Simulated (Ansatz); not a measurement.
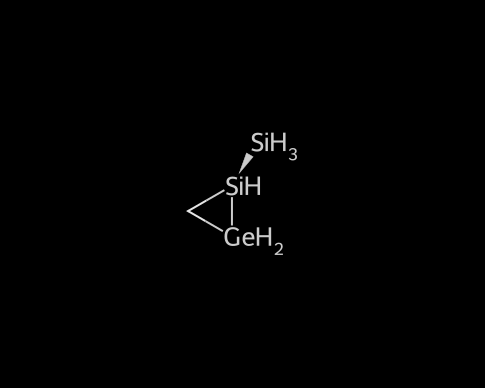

The drawing above gives the connectivity. The computed structure is the end point of a PBE-D4/def2-SVP optimisation. No frequency run is at hand to confirm it as a minimum.

Describe the 3D structure.

It has 12 atoms: 1 carbon, 8 hydrogen, 1 germanium and 2 silicon (CH₈GeSi₂). SMILES: `[SiH3][Si@@H]1[CH2][GeH2]1`. Among its groups: Si–H bond. The point group is C1. Coordination, clear cases only: 1 Si tetrahedral.

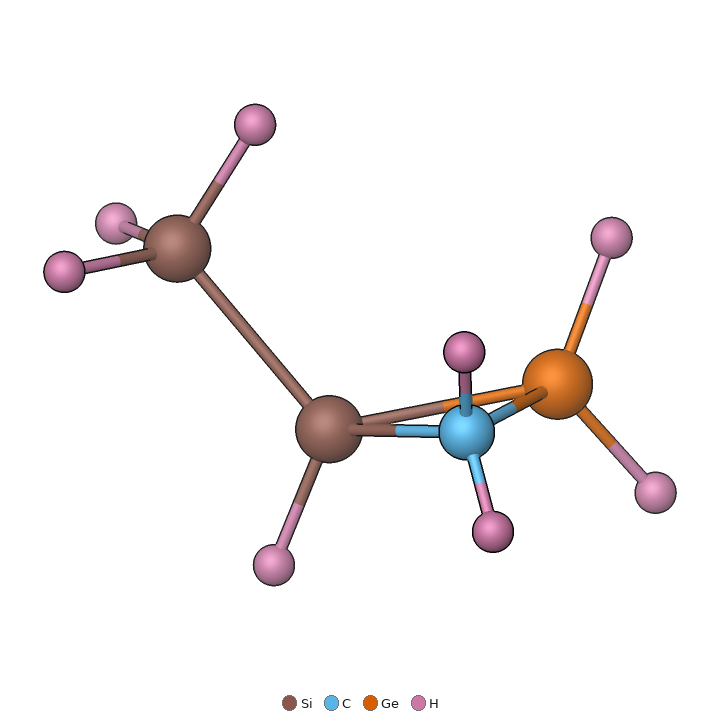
